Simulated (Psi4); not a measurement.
**UHF/3-21G run of CH2NSn (SMILES N#[C][SnH2])**

Aim: the energy change on altering one bond length of CH2NSn at UHF/3-21G, from 2 runs. 

The results are computed with Psi4 1.11.

1 further run of the same task is left out (set aside as unsound or not needed).

### Step 1. The structure to begin with

The species is CH2NSn (5 atoms), meant as a doublet with charge 0. SMILES: `N#[C][SnH2]`. Geometry: relaxed at PBE0-D4/def2-TZVP.

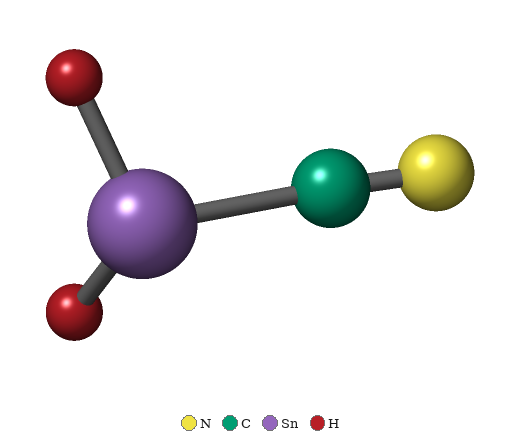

Viewed from a chosen angle; nitrogen yellow, carbon teal, tin purple, hydrogen red.

### Step 2. Energy and forces at UHF/3-21G

The input, ch2nsn.dat:

```
memory 2200 MB

molecule system {
  0 2
  N      0.833800    -1.535700     1.665600
  C      0.506000    -0.851500     0.796000
  Sn     0.009600     0.331100    -0.886300
  H     -1.648500     0.038200    -1.184000
  H      0.349000     1.944400    -0.432600
  symmetry c1
  no_reorient
  no_com
}

set {
  basis         3-21G
  reference     uhf
  puream        true
  e_convergence 1e-09
  d_convergence 1e-08
  scf_type      pk
  maxiter       100
}

energy_value, wavefunction = gradient('hf', return_wfn=True)
oeprop(wavefunction, 'QUADRUPOLE', 'MAYER_INDICES', 'WIBERG_LOWDIN_INDICES', title='HF')
print_variables()
```

Started as:

```console
psi4 -i ch2nsn.dat -o ch2nsn.out -n 1
```

ch2nsn.out:

```text
[...]
  Running in c1 symmetry.
[...]
  Nuclear repulsion =  186.006603346301944
[...]
  Multiplicity = 2
[...]
  Nalpha       = 33
  Nbeta        = 32
[...]
    Number of basis functions: 53
[...]
   @UHF iter   1: -6088.91960003635086   -3.84957e+00   1.17720e-02 DIIS/ADIIS
[...]
   @UHF iter  20: -6089.19824660656286   -9.09495e-13   4.78122e-09 DIIS
[...]
   @S^2 Observed:                7.909805535E-01
[...]
    Orbital Energies [Eh]
    ---------------------
    Alpha Occupied:
       1A   -1034.917191     2A   -156.260772     3A   -145.407175
       4A   -145.406020     5A   -145.405671     6A    -31.569060
       7A    -26.945774     8A    -26.943428     9A    -26.942425
      10A    -19.111179    11A    -19.110612    12A    -19.109542
      13A    -19.108839    14A    -19.108828    15A    -15.506432
      16A    -11.192792    17A     -5.582577    18A     -3.967921
      19A     -3.963855    20A     -3.962585    21A     -1.451875
      22A     -1.449843    23A     -1.449093    24A     -1.446244
      25A     -1.445482    26A     -1.240080    27A     -0.728981
      28A     -0.589445    29A     -0.510597    30A     -0.498093
      31A     -0.484899    32A     -0.461464    33A     -0.339946
[...]
  @UHF Final Energy: -6089.19824660656286
   => Energetics <=
    Nuclear Repulsion Energy =            186.0066033463019437
    One-Electron Energy =               -8767.7028326905656286
    Two-Electron Energy =                2492.4979827377001129
    Total Energy =                      -6089.1982466065628614
  UHF NO Occupations:
  HONO-2 :   31  A 1.9939801
  HONO-1 :   32  A 1.9868843
[...]
  -Total Gradient:
     Atom            X                  Y                   Z
    ------   -----------------  -----------------  -----------------
       1        0.005785825955    -0.010474047450     0.011397227331
       2       -0.007572783057     0.012634933149    -0.012184691706
       3       -0.003560919328     0.003977955957    -0.000589774671
       4        0.006529097455     0.000610361305     0.002136175455
       5       -0.001181221015    -0.006749202788    -0.000758936770
[...]
 Multipole Moments:
 ------------------------------------------------------------------------------------
     Multipole            Electronic (a.u.)      Nuclear  (a.u.)        Total (a.u.)
 ------------------------------------------------------------------------------------
 L = 1.  Multiply by 2.5417464519 to convert [e a0] to [Debye]
 Dipole X            :        -15.4592621           15.2181535           -0.2411086
 Dipole Y            :         -4.2425245            5.0620094            0.8194849
 Dipole Z            :         54.2981607          -55.7401177           -1.4419570
 Magnitude           :                                                    1.6759859
 L = 2.  Multiply by 1.3450342976 to convert [e a0^2] to [Debye ang]
 Quadrupole XX       :        -63.1844823           33.0206878          -30.1637945
 Quadrupole XY       :         39.6623400          -38.4741872            1.1881528
[...]
```

It took 7.8 s on 1 thread of Intel Xeon at 2.50GHz (Skylake/Cascade Lake), shared host; peak memory 0.2 GiB.

### Step 3. The distorted shape

The input, calc.py:

```python
import psi4

psi4.set_memory(2200000000)
psi4.set_num_threads(1)
psi4.set_output_file('psi4.out', False)

molecule = psi4.geometry("""
0 2
N      1.331276    -1.447822     1.754918
C      1.003476    -0.763622     0.885318
Sn     0.507076     0.418978    -0.796982
H     -1.648500     0.038200    -1.184000
H      0.846476     2.032278    -0.343282
symmetry c1
no_reorient
no_com
""")

psi4.set_options({
    'reference': 'uhf',
    'puream': True,
    'e_convergence': 1e-09,
    'd_convergence': 1e-08,
    'scf_type': 'pk',
    'maxiter': 100,
})

e_tot, wfn = psi4.gradient('scf/3-21G', return_wfn=True)
psi4.oeprop(wfn, 'MAYER_INDICES', 'MULLIKEN_CHARGES', 'LOWDIN_CHARGES')
print('gradient / Eh bohr^-1')
print(e_tot.np.round(6))
print(f'energy = {wfn.energy():.10f} Eh')
```

Started as:

```console
python calc.py
```

psi4.out:

```text
[...]
  Running in c1 symmetry.
[...]
  Nuclear repulsion =  182.219952223101302
[...]
  Multiplicity = 2
[...]
  Nalpha       = 33
  Nbeta        = 32
[...]
    Number of basis functions: 53
[...]
   @UHF iter   1: -6088.82832182973198   -3.99282e+00   1.20858e-02 DIIS/ADIIS
[...]
   @UHF iter  24: -6089.16305935893524   -3.63798e-12   9.33288e-09 DIIS
[...]
   @S^2 Observed:                8.170842501E-01
[...]
  @UHF Final Energy: -6089.16305935893524
   => Energetics <=
    Nuclear Repulsion Energy =            182.2199522231013020
    One-Electron Energy =               -8759.4470840173707984
    Two-Electron Energy =                2488.0640724353329460
    Total Energy =                      -6089.1630593589361524
  UHF NO Occupations:
  HONO-2 :   31  A 1.9920344
  HONO-1 :   32  A 1.9769581
[...]
 Multipole Moments:
 ------------------------------------------------------------------------------------
     Multipole            Electronic (a.u.)      Nuclear  (a.u.)        Total (a.u.)
 ------------------------------------------------------------------------------------
 L = 1.  Multiply by 2.5417464519 to convert [e a0] to [Debye]
 Dipole X            :        -75.3089105           75.3841307            0.0752202
 Dipole Y            :        -14.8128172           15.6901919            0.8773748
 Dipole Z            :         43.6845914          -44.9377780           -1.2531866
 Magnitude           :                                                    1.5316400
[...]
  -Total Gradient:
     Atom            X                  Y                   Z
    ------   -----------------  -----------------  -----------------
       1        0.006722242127    -0.012153693989     0.014196601845
       2       -0.008021907399     0.013461433628    -0.017155847459
       3        0.050843108276     0.016740788175     0.016025186008
       4       -0.049161805769    -0.009820591955    -0.009524139637
       5       -0.000381636764    -0.008227935659    -0.003541800500
[...]
  Mulliken Charges: (a.u.)
   Center  Symbol    Alpha    Beta     Spin     Total
       1     N     3.83736  3.57893  0.25842 -0.41629
       2     C     2.95062  3.21264 -0.26202 -0.16326
       3    SN    24.86839 24.22570  0.64269  0.90592
       4     H     0.72565  0.39728  0.32837 -0.12292
       5     H     0.61799  0.58546  0.03253 -0.20345
   Total alpha = 33.00000, Total beta = 32.00000, Total charge = -0.00000
  Lowdin Charges: (a.u.)
   Center  Symbol    Alpha    Beta     Spin     Total
       1     N     3.62355  3.40584  0.21771 -0.02938
[...]
```

Standard output:

```text
gradient / Eh bohr^-1
[[ 0.006722 -0.012154  0.014197]
 [-0.008022  0.013461 -0.017156]
 [ 0.050843  0.016741  0.016025]
 [-0.049162 -0.009821 -0.009524]
 [-0.000382 -0.008228 -0.003542]]
energy = -6089.1630593589 Eh
```

Wall time 7.8 s (1 thread of Intel Xeon at 2.50GHz (Skylake/Cascade Lake), shared host); peak memory 0.2 GiB.

### Step 4. What came out

Level: UHF/3-21G.

| quantity | value |
| --- | --- |
| first shape: total energy | -6089.19825 Eh |
| first shape: dipole moment | 4.26 D |
| first shape: HOMO energy (highest over α and β) | -9.25 eV |
| first shape: LUMO energy (lowest over α and β) | -0.32 eV |
| first shape: ⟨S²⟩ | 0.791 |
| first shape: largest force on an atom | 0.983 eV/Å |
| distorted shape: total energy | -6089.16306 Eh |
| distorted shape: dipole moment | 3.89 D |
| distorted shape: HOMO energy (highest over α and β) | -9.41 eV |
| distorted shape: LUMO energy (lowest over α and β) | -0.67 eV |
| distorted shape: ⟨S²⟩ | 0.817 |
| distorted shape: largest force on an atom | 2.873 eV/Å |
| energy change with the Sn3–H4 bond stretched from 1.710 to 2.223 Å | 0.957 eV |

What this shows: With the Sn3–H4 bond stretched from 1.710 to 2.223 Å the energy rises by 0.96 eV (92.4 kJ/mol). The first shape isn't relaxed at this level, so the change isn't measured from a minimum. The largest force (first shape) is 0.98 eV/Å: the shape isn't a stationary point for this species at this level. Relativity is left out (first shape) although the molecule holds a heavy atom. Relativity is left out (distorted shape) although the molecule holds a heavy atom.
